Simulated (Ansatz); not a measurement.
# PbO (model cell, started as NiAs type): phonons and vibrational spectra

How does PbO (model cell, started as NiAs type) vibrate, and is this structure a minimum?

Method: DFT PBEsol, scalar-relativistic, plane waves, PAW, in Ansatz 0.2.0.

The structure was built from a prototype and need not be the compound's stable phase.

### 1. The structure

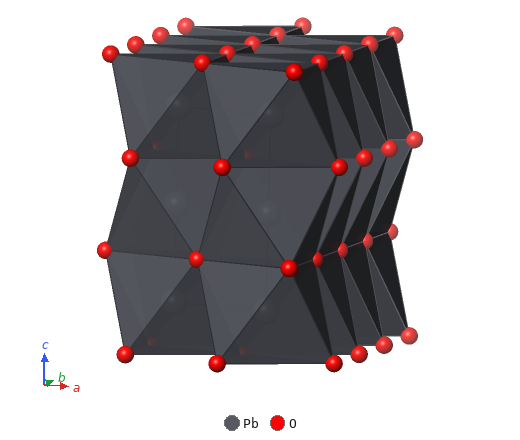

The starting structure, seen slightly off an axis (lead dark grey, oxygen red). 1×3×1 cells are drawn. Some periodic images of atoms are drawn too.

Coordinates:

```cif
data_structure
_symmetry_space_group_name_H-M 'P6_3/mmc'
_symmetry_Int_Tables_number 194
_cell_length_a 3.5529
_cell_length_b 3.5529
_cell_length_c 5.6847
_cell_angle_alpha 90.000
_cell_angle_beta 90.000
_cell_angle_gamma 120.000
_cell_volume 62.15
loop_
_atom_site_label
_atom_site_type_symbol
_atom_site_symmetry_multiplicity
_atom_site_Wyckoff_symbol
_atom_site_fract_x
_atom_site_fract_y
_atom_site_fract_z
_atom_site_occupancy
Pb1 Pb 2 a 0.00000 0.00000 0.00000 1
O1 O 2 c 0.33333 0.66667 0.25000 1
```

### 2. Coarse relaxation

A rough relaxation comes first, because large forces or stress need no tight tolerances yet.

The input, input.yaml:

```yaml
crystal:
  lattice:
    - [3.55293, 0.0, 0.0]
    - [-1.77646, 3.07693, 0.0]
    - [0.0, 0.0, 5.68469]
  atoms:
    - { symbol: Pb, position: [0.0, 0.0, 0.0] }
    - { symbol: Pb, position: [0.0, 0.0, 0.5] }
    - { symbol: O, position: [0.333333, 0.666667, 0.25] }
    - { symbol: O, position: [0.666667, 0.333333, 0.75] }
kpoints:
  mp_grid: { grid: [6, 6, 4] }
hamiltonian:
  xc: pbesol
scf:
  occupations: { method: gaussian, width: 0.1 }
output:
  forces: true
  stress: true
  eigenvalues: true
relax:
  adjacent_minimum: "off"
  f_tol: 0.05
  max_steps: 80
  cell: { stress_tol: 0.5 }
```

Command:

```bash
ansatz run input.yaml --threads 4 --pin off --max-ram 7168MiB --backend cpu --events-out ev --progress --plain --runs-dir out
```

Numbers of over 12 decimals in the logs are rounded to 6 here.

The program printed:

```text
[...]
cell:  # Å, volume = 69.7286 Å³
    - [3.539939, -2.8761954645971677e-6, 8.323776527289136e-18]
    - [-1.769967, 3.065679, -4.1618824066664315e-18]
    - [1.3318042017165642e-17, 0, 6.425227]
  atoms:
    - { symbol: Pb, position: [0, 0, 0] }
    - { symbol: Pb, position: [0, 0, 0.500000] }
    - { symbol: O, position: [0.333333, 0.666667, 0.250000] }
    - { symbol: O, position: [0.666667, 0.333333, 0.750000] }
[key lines of the parts left out:]
SCF converged after 7 iterations
Free energy (F): -24629.862146 eV
Fermi energy:    10.564631 eV
P = ⅓ Tr σ = 0.0402 GPa (0.402 kbar)
```

It took 4.9 s on 4 threads of Arm Neoverse V1, shared host; peak memory 0.37 GiB.

Relaxation path:

| step | energy less that of the first step (eV) | largest force component (eV/Å) | pressure (GPa) | volume (Å³) |
| --- | --- | --- | --- | --- |
| 1 | 0.0000 | 0.0000 | 17.97 | 62.15 |
| 2 | -0.4860 | 0.0000 | 5.54 | 67.19 |
| 3 | -0.6466 | 0.0000 | 1.45 | 68.71 |
| 4 | -0.6616 | 0.0000 | 0.08 | 69.15 |
| 5* | -0.7159 | 0.0000 | 1.12 | 69.15 |
| 6 | -0.7201 | 0.0000 | 0.03 | 69.73 |
| 7* | -0.7216 | 0.0000 | 0.04 | 69.73 |

Relaxation steps marked * repeat the geometry before them on a plane-wave basis chosen anew for their cell, so energy and pressure can jump there.

Forces are held to the 24 operations that the run works with; a distortion that breaks them can't arise in this run.

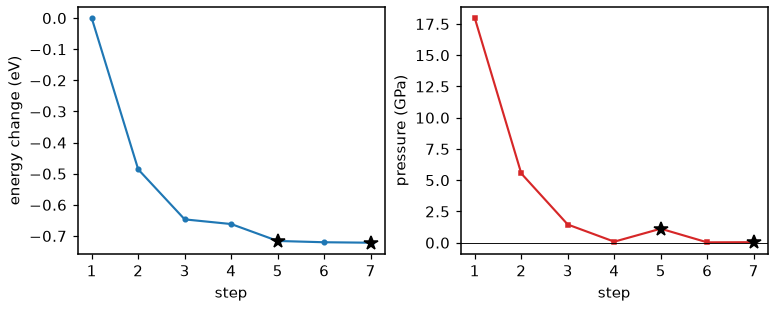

Energy and pressure along the relaxation. Stars mark steps on a basis chosen anew.

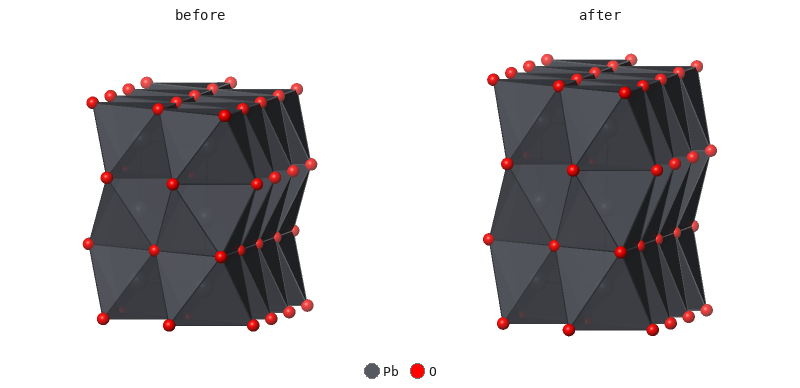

Before and after, at one scale.

| cell as run | before | after | change |
| --- | --- | --- | --- |
| a (Å) | 3.553 | 3.540 | -0.4 % |
| b (Å) | 3.553 | 3.540 | -0.4 % |
| c (Å) | 5.685 | 6.425 | +13.0 % |
| volume (Å³/atom) | 15.54 | 17.43 | +12.2 % |

This step gave:

```yaml
pressure: 0.04019 GPa
volume_per_atom: 17.43 Å³
gap_on_the_k_mesh: 0 eV
```

In this step the volume went from 15.54 to 17.43 Å³/atom.

### 3. Relaxation

The cell and atoms are relaxed, since residual forces and stress would shift the frequencies.

input.yaml, the sections that differ from step 2:

```yaml
crystal:
  lattice:
    - [3.5399394856, -2.8762e-06, 0.0]
    - [-1.7699672519, 3.0656789605, 0.0]
    - [0.0, 0.0, 6.4252265532]
  atoms:
    - { symbol: Pb, position: [0.0, 0.0, 0.0] }
    - { symbol: Pb, position: [0.0, 0.0, 0.5] }
    - { symbol: O, position: [0.3333333333, 0.6666666667, 0.25] }
    - { symbol: O, position: [0.6666666667, 0.3333333333, 0.75] }
kpoints:
  mp_grid: { grid: [12, 12, 6] }
relax:
  adjacent_minimum: "off"
  f_tol: 0.005
  max_steps: 80
  cell: { stress_tol: 0.05 }
# hamiltonian, scf, output: as in step 2
```

The program printed:

```text
[...]
Crystal: 4 atoms, lattice volume = 69.729 Å³
Basis set: ecut = 420 eV, 1335 PW (Γ), exchange–correlation on 48×48×90 points (8 copies of the dense FFT grid, shifted against one another)
Bands: 24, of which v1, the nominal top of the filled ones, is band 20 counted from 1 (19 counted from 0)
Symmetry: 24 space group operations
[...]
k-points: 76 of 864
[...]
--- Relaxed structure (3 steps of the walk, 2 accepted, 1 SCFs on fresh bases) ---
[...]
cell:  # Å, volume = 69.8723 Å³
    - [3.543388, -2.8790238838892425e-6, 0.0]
    - [-1.771692, 3.068666, 0.0]
    - [0.0, 0.0, 6.425941]
  atoms:
    - { symbol: Pb, position: [0, 0, 0.0] }
    - { symbol: Pb, position: [0, 0, 0.5] }
    - { symbol: O, position: [0.333333, 0.666667, 0.25] }
    - { symbol: O, position: [0.666667, 0.333333, 0.75] }
[key lines of the parts left out:]
SCF converged after 9 iterations
Free energy (F): -24629.855256 eV
Fermi energy:    10.773246 eV
P = ⅓ Tr σ = 0.0115 GPa (0.115 kbar)
```

It took 9.1 s on 4 threads; peak memory 0.44 GiB; 33 s of CPU time.

Little changed from the start: no atom moved by 0.005 Å and no cell edge by 0.1 %.

This step gave:

```
pressure        : 0.01152 GPa
volume per atom : 17.47 Å³
```

In this step the volume went from 17.43 to 17.47 Å³/atom.

### 4. Relaxing to small forces for the phonons

Phonons need a cell at rest on their own settings, so the relaxation is repeated with tight tolerances on forces and stress on the k mesh and occupations of the first response run.

The input, input.yaml:

```yaml
crystal:
  lattice:
    - [3.5433881967, -2.879e-06, 0.0]
    - [-1.7716916051, 3.0686656333, 0.0]
    - [0.0, 0.0, 6.4259406744]
  atoms:
    - { symbol: Pb, position: [0.0, 0.0, 0.0] }
    - { symbol: Pb, position: [0.0, 0.0, 0.5] }
    - { symbol: O, position: [0.3333333333, 0.6666666667, 0.25] }
    - { symbol: O, position: [0.6666666667, 0.3333333333, 0.75] }
kpoints:
  mp_grid: { grid: [12, 12, 6] }
hamiltonian:
  xc: pbesol
scf:
  occupations: { method: methfessel_paxton, width: 0.15 }
output:
  forces: true
  stress: true
  eigenvalues: true
  write_density: true
  write_potential: true
  elf: true
  volumetric_format: npy
relax:
  adjacent_minimum: "off"
  f_tol: 0.001
  max_steps: 60
  cell: { stress_tol: 0.01 }
```

The program printed:

```text
[...]
Crystal: 4 atoms, lattice volume = 69.872 Å³
Basis set: ecut = 420 eV, 1335 PW (Γ), exchange–correlation on 48×48×90 points (8 copies of the dense FFT grid, shifted against one another)
Bands: 24, of which v1, the nominal top of the filled ones, is band 20 counted from 1 (19 counted from 0)
Symmetry: 24 space group operations
[...]
k-points: 76 of 864
[...]
--- Relaxed structure (3 steps of the walk, 2 accepted, 1 SCFs on fresh bases) ---
[...]
cell:  # Å, volume = 69.8832 Å³
    - [3.543570, -2.879126374093989e-6, 0]
    - [-1.771783, 3.068823, 0]
    - [0, 0, 6.426285]
  atoms:
    - { symbol: Pb, position: [0, 0, 0] }
    - { symbol: Pb, position: [0, 0, 0.500000] }
    - { symbol: O, position: [0.333333, 0.666667, 0.250000] }
    - { symbol: O, position: [0.666667, 0.333333, 0.750000] }
[key lines of the parts left out:]
SCF converged after 4 iterations
Free energy (F): -24629.854709 eV
Fermi energy:    10.774745 eV
P = ⅓ Tr σ = 0.0006 GPa (0.006 kbar)
```

Elapsed: 8.2 s, on 4 threads; peak memory 0.44 GiB.

Little changed from the start: no atom moved by 0.005 Å and no cell edge by 0.1 %.

This step gave:

```
pressure : 6.22e-4 GPa
```

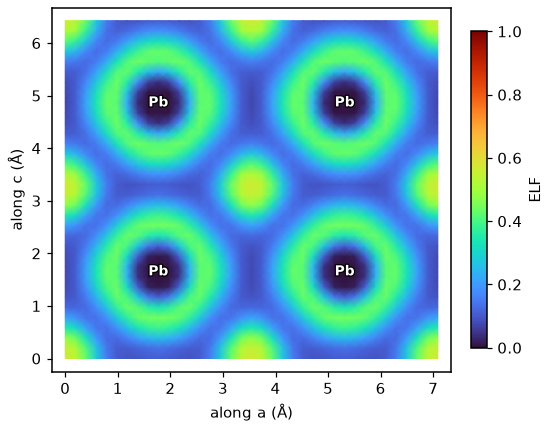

ELF in the ac plane at fractional y = 1.000, with atoms of Pb within 0.2 Å of it. It is the smooth field of the valence electrons, not physical close to the nuclei. The map starts off the cell's origin, so that atoms lie inside it.

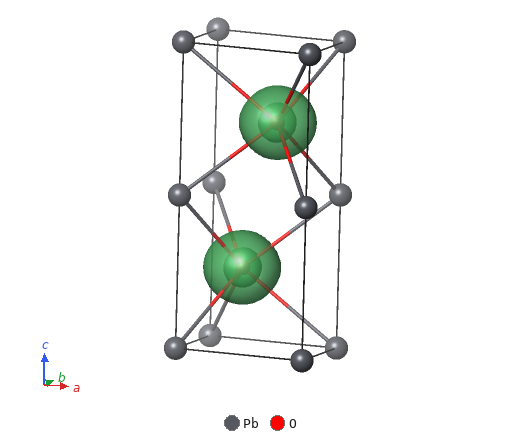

Surface of ELF = 0.75. Bonds to atoms that aren't drawn are left out.

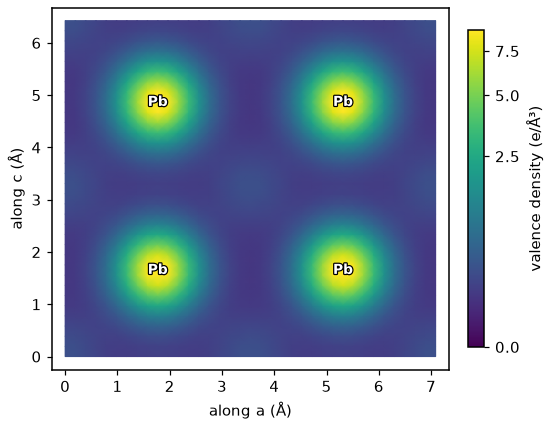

Valence density in the ac plane at fractional y = 1.000, with atoms of Pb within 0.2 Å of it. It is the smooth field of the valence electrons, not physical close to the nuclei. The map starts off the cell's origin, so that atoms lie inside it. The colour scale is stretched toward low values.

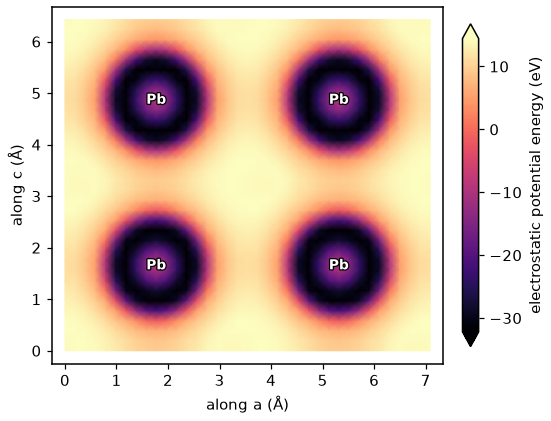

Electrostatic potential energy in the ac plane at fractional y = 1.000, with atoms of Pb within 0.2 Å of it. With pseudopotentials it is smooth inside the atoms' cores, unlike the true potential. The map starts off the cell's origin, so that atoms lie inside it.

The forces vanish by symmetry and the pressure is 0.001 GPa, within the tolerances set. The cell now holds 17.47 Å³/atom.

### 5. Linear response at the zone centre

The zone centre comes first: it holds the modes that light can see, as far as symmetry allows. No field response is asked, since the mesh shows no gap.

input.yaml, the sections that differ from step 4:

```yaml
crystal:
  lattice:
    - [3.5435701249, -2.8791e-06, 0.0]
    - [-1.7717825691, 3.0688231878, 0.0]
    - [0.0, 0.0, 6.4262845469]
  atoms:
    - { symbol: Pb, position: [0.0, 0.0, 0.0] }
    - { symbol: Pb, position: [0.0, 0.0, 0.5] }
    - { symbol: O, position: [0.3333333333, 0.6666666667, 0.25] }
    - { symbol: O, position: [0.6666666667, 0.3333333333, 0.75] }
output:
  eigenvalues: true
phonons:
  method: dfpt
# kpoints, hamiltonian, scf: as in step 4
# relax: removed
```

The program printed:

```text
[...]
Crystal: 4 atoms, lattice volume = 69.883 Å³
Basis set: ecut = 420 eV, 1335 PW (Γ), exchange–correlation on 48×48×96 points (8 copies of the dense FFT grid, shifted against one another)
Bands: 24, of which v1, the nominal top of the filled ones, is band 20 counted from 1 (19 counted from 0)
Symmetry: 24 space group operations
k-points: 242 of 864 (irreducible under 2 space group operations, time reversal used)
[...]
SCF iter   1: F=—  HF=-24629.888006 eV  |F-HF|=—  |Δ(HF+E_count)|=         —  Δρ=1.60e-2  dr2=1.72e-1  ethr=1.77e-3  ⟨swp⟩=6.1  Hψ=26990  notcnv=0
[...]
SCF iter  10: F=-24629.854709 eV  HF=-24629.854709 eV  |F-HF|=3.64e-12  |Δ(HF+E_count)|=  7.28e-12  S|Δr|=    0.00e0  Δρ=5.32e-8  dr2=1.43e-12  ethr=1.00e-12  ⟨swp⟩=6.9  Hψ=31184  notcnv=0
SCF 1 converged in 10 iterations: F = -24629.854709 eV  dr2 = 1.43e-12
[...]
DFPT response loops at Γ: preconditioner auto → Kerker (q_TF=auto, 2.486 Å⁻¹) (partly filled bands, converged f_vac=0.004); β = 1.00, the filter's whole step (`scf.mixing.beta` (0.50) is not read by the response loops under this deck's `scf.mixing.preconditioner`; to damp them name `kerker` or `kerker_dos`, under which they read `scf.mixing.beta`, and type it under 1.00, their step now; both keys bind the ground state too); Broyden in place of MSR1
SCF converged after 10 iterations
[...]
Free energy (F): -24629.854709 eV
[...]
Internal energy: -24629.855270 eV  (E = F + TS)
E sigma→0 (E₀):  -24629.854849 eV
Entropy (-TS):   0.000562 eV (0.140 meV/atom)
Fermi energy:    10.774745 eV
[...]
--- Band table (eV; the first three rows and the last of 242) ---
  k-point 0: bands = [... 16 lower, 8.1924, 8.6173, 8.6173, 10.2926, 11.0668, 16.8645, 16.8645, 18.4548]
  k-point 1: bands = [... 16 lower, 8.2219, 8.5900, 8.5900, 9.8384, 11.6764, 16.9389, 16.9389, 17.3052]
  k-point 2: bands = [... 16 lower, 8.3018, 8.5143, 8.5143, 9.2156, 12.7572, 15.6437, 17.1585, 17.1585]
  k-point 241: bands = [... 16 lower, 7.7834, 7.7834, 9.3847, 9.3847, 12.4012, 12.4012, 15.0085, 15.0085]
--- Phonons (Γ-DFPT): 4 representative perturbations + reference, on 242 of 864 k-points (Σ response iterations 13) ---
  k mesh reduced under 2 symmetry operations, with k and −k counted as one. Each operation leaves every solved perturbation unchanged. A smaller set is not used because it would not reduce the number of displacements times k-points to solve
  ASR residual: 5.523e-5 → 0.000e0 eV/Å²; symmetrization residual: 1.031e-4 eV/Å²
  ASR residual per site (eV/Å²): 5.52e-5 5.52e-5 2.73e-5 2.73e-5
  Γ frequencies (cm⁻¹): -187.10 -38.98 -38.98 0.00 0.00 0.00 16.88 16.88 151.78 228.58 228.58 359.19
  non-analytic LO–TO correction: not included (Born effective charges unavailable; polar crystals: no LO–TO splitting at Γ)
```

Elapsed: 52 s, on 4 threads; peak memory 1.6 GiB; 3.3 min of CPU time.

Numbers from this step:

* sum-rule residual before enforcement: 5.52e-5 eV/Å²
* point group: 6/mmm
* highest optical mode at the zone centre (no LO-TO term): 359.2 cm⁻¹
* lowest optical zone-centre mode: -187.1 cm⁻¹

Patterns of degenerate modes are one choice out of their space. The modes at Γ (shares of kinetic energy by element, %) (negative means imaginary):

| mode | frequency (cm⁻¹) | symmetry | Pb % | O % |
| --- | --- | --- | --- | --- |
| 1 | -187.1 | A2u | 7 | 93 |
| 2 | -39.0 | E2u | 100 | 0 |
| 3 | -39.0 | E2u | 100 | 0 |
| 4 | 0.0 | acoustic | 93 | 7 |
| 5 | 0.0 | acoustic | 93 | 7 |
| 6 | 0.0 | acoustic | 93 | 7 |
| 7 | 16.9 | E1u | 7 | 93 |
| 8 | 16.9 | E1u | 7 | 93 |
| 9 | 151.8 | B2u | 100 | 0 |
| 10 | 228.6 | E2g | 0 | 100 |
| 11 | 228.6 | E2g | 0 | 100 |
| 12 | 359.2 | B1g | 0 | 100 |

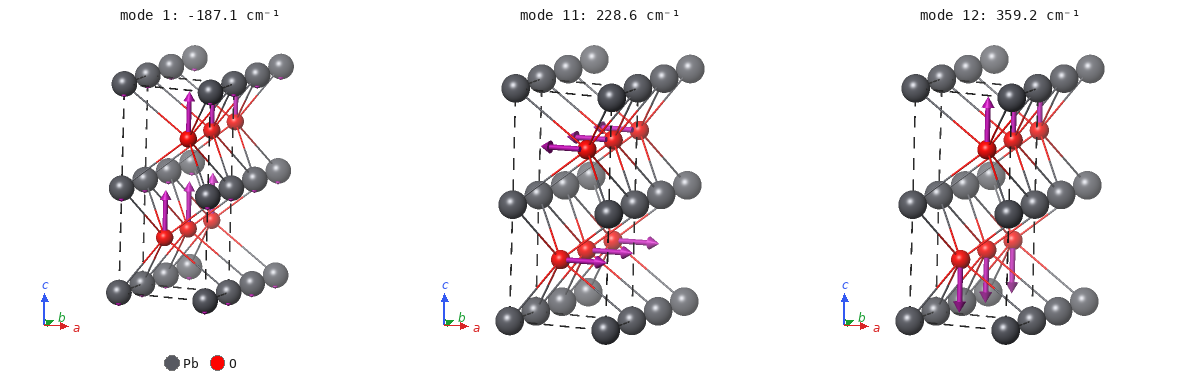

Displacement patterns of modes 1, 11 and 12 at Γ; arrows are exaggerated. Bonds to atoms that aren't drawn are left out. 1×3×1 cells are drawn. Some periodic images of atoms are drawn too.

Before it was imposed, the acoustic sum rule was missed by 5.5e-5 eV/Å². Small misses are needed for a sound result but don't prove that mesh and cutoff are converged. The lowest optical mode is imaginary, 187.1i cm⁻¹, so the energy falls along it.

[end of part 1 of 2]

[Logs are printed without paths, hosts, clocks, repeated set-up lines and the standing remarks that a program may print on its own settings, such as how far it seeks lower states.]

[Hosts, paths, dates, database ids (printed as entryN), source tags and the programs' standing remarks are cut or masked in the printed files.]
